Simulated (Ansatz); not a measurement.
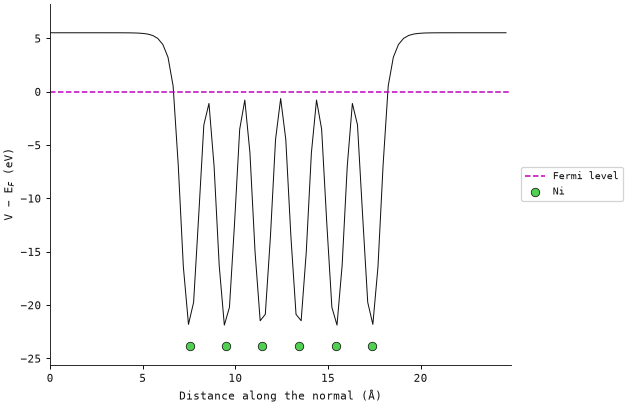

Plane-averaged electrostatic potential energy of an electron across the slab; circles at the bottom mark the heights of the atoms (positions after relaxation). System: a (111) slab cut from Ni (Fm-3m), 6 atoms in the cell. Method: DFT LDA, scalar-relativistic, plane waves, PAW, spin-polarised, 15×15×1 k mesh, Gaussian smearing of 0.1 eV (Ansatz).

The work function is 5.51 eV, the same on both faces. The two vacuum levels agree, so the slab has no net dipole along its normal. The outermost atoms are 9.8 Å apart, which leaves 15.1 Å of vacuum in a cell 24.9 Å high.
